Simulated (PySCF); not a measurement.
# Excited-state calculation of C4H7NO2Si

System: C4H7NO2Si.
Method: TDA PBE0/def2-SVPD, vertical, gas phase, core orbitals frozen in the response (PySCF 2.14.0).

Some settings of this run were made unusual or wrong on purpose. The geometry comes from this level: GFN2-xTB, altered.

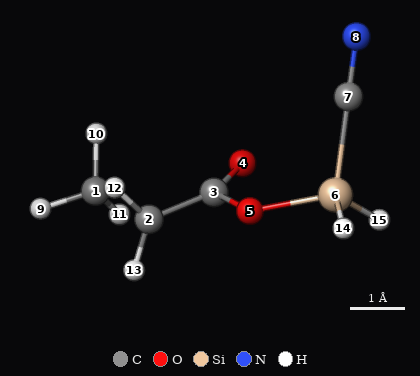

*The structure (ball-and-stick view, seen at a tilt; atoms are numbered from 1 in the order of the input). Sticks are drawn by distance; a stretched bond gets none, so the picture shows separate pieces.*

Input file:
```
{"job": {"kind": "uv", "xc": "PBE0", "basis": "def2-SVPD", "nstates": 1, "ntriplets": 5, "tda": true, "scf": {"max_cycle": 90}}, "charge": 0, "multiplicity": 1}
C     -2.550117     0.587672     0.166485
C     -1.155803    -0.796162    -0.068243
C     -0.111782     0.122017    -0.216660
O      0.149881     1.290564    -0.256666
O      0.831188    -0.817350    -0.363341
Si     2.442810    -0.506127    -0.569010
C      3.117040     0.243803     1.006215
N      3.536165     0.686125     1.975450
H     -3.528329     0.124266     0.263434
H     -2.348092     1.177683     1.056370
H     -2.560805     1.260197    -0.687116
H     -1.424161    -1.133756     0.857617
H     -1.691957    -1.109518    -0.879323
H      2.925234    -1.871558    -0.705218
H      2.686078     0.430785    -1.656075
```

The first line tells a small driver script what to run in PySCF; the rest is the geometry in Å.

Launched with:
```bash
OMP_NUM_THREADS=1 python <driver script> task.json out
```

Output:
```
final grid: 127776 points
cycle   1  E = -650.2042978688  dE =  1.131e+00  |g| = 9.258e-01  |ddm| = 5.736e+00
cycle   2  E = -649.8058525572  dE =  3.984e-01  |g| = 1.690e+00  |ddm| = 3.965e+00
cycle   3  E = -650.3606081578  dE = -5.548e-01  |g| = 2.963e-01  |ddm| = 2.749e+00
cycle   4  E = -650.3770849442  dE = -1.648e-02  |g| = 9.285e-02  |ddm| = 3.911e-01
cycle   5  E = -650.3786514744  dE = -1.567e-03  |g| = 2.963e-02  |ddm| = 1.444e-01
cycle   6  E = -650.3788473009  dE = -1.958e-04  |g| = 9.988e-03  |ddm| = 5.583e-02
cycle   7  E = -650.3788661694  dE = -1.887e-05  |g| = 3.447e-03  |ddm| = 1.333e-02
cycle   8  E = -650.3788683381  dE = -2.169e-06  |g| = 1.096e-03  |ddm| = 5.103e-03
cycle   9  E = -650.3788686273  dE = -2.892e-07  |g| = 3.230e-04  |ddm| = 2.045e-03
cycle  10  E = -650.3788686552  dE = -2.792e-08  |g| = 6.650e-05  |ddm| = 6.720e-04
cycle  11  E = -650.3788686562  dE = -1.042e-09  |g| = 2.999e-05  |ddm| = 1.994e-04
cycle  12  E = -650.3788686564  dE = -1.912e-10  |g| = 7.597e-06  |ddm| = 6.292e-05
converged SCF energy = -650.3788686564

Static polarisability (au): isotropic 86.436, principal 68.694 82.519 108.095

Singlet excitations
state   eV       nm        f      main configurations
  1   5.5134    224.9   0.00122   H->L+1 0.84

Triplet excitations (Tamm-Dancoff, eV): 4.8811 5.2413 5.5658 5.7962 6.0596
```

Outcome:

- outcome: converged
- total energy: −650.378869 hartree
- HOMO: −7.98 eV
- LUMO: −1.12 eV
- dipole moment: 4.49 D
- mean polarisability: 86.44 a.u.
- lowest singlet excitation: 5.51 eV
- hardware: 1 CPU thread, shared host
- wall time: 26 s
- peak memory: 0.92 GiB

Diagnosis:

Some settings of this run were drawn to be unusual or wrong. It converged; results that depend on the unusual settings are not reference values.
